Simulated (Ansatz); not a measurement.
# Si (diamond structure), cut as [100] wire, round, centred on channel, 0.87 nm across, F-ended

Calculation: PBE (plane waves to 420 eV, PAW; Ansatz, a program for electronic structure).

k-points: Γ-centred 1×1×5 mesh; occupations: Fermi-Dirac, 0.020 eV; spin polarisation not allowed. Scalar-relativistic, no spin-orbit coupling.

 The relaxation kept the symmetry of its start, so a lower minimum of less symmetry isn't excluded. The period along the axis is held at the bulk value.

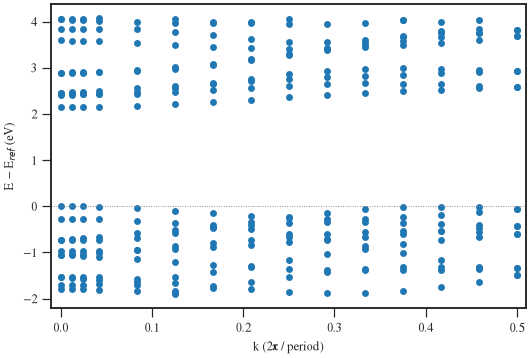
Levels along the axis at 15 k-points, drawn as points, zero at the top of the valence band

Electronic character: not metallic; Kohn-Sham band gap: 2.14 eV. Only levels within the plotted window are shown.
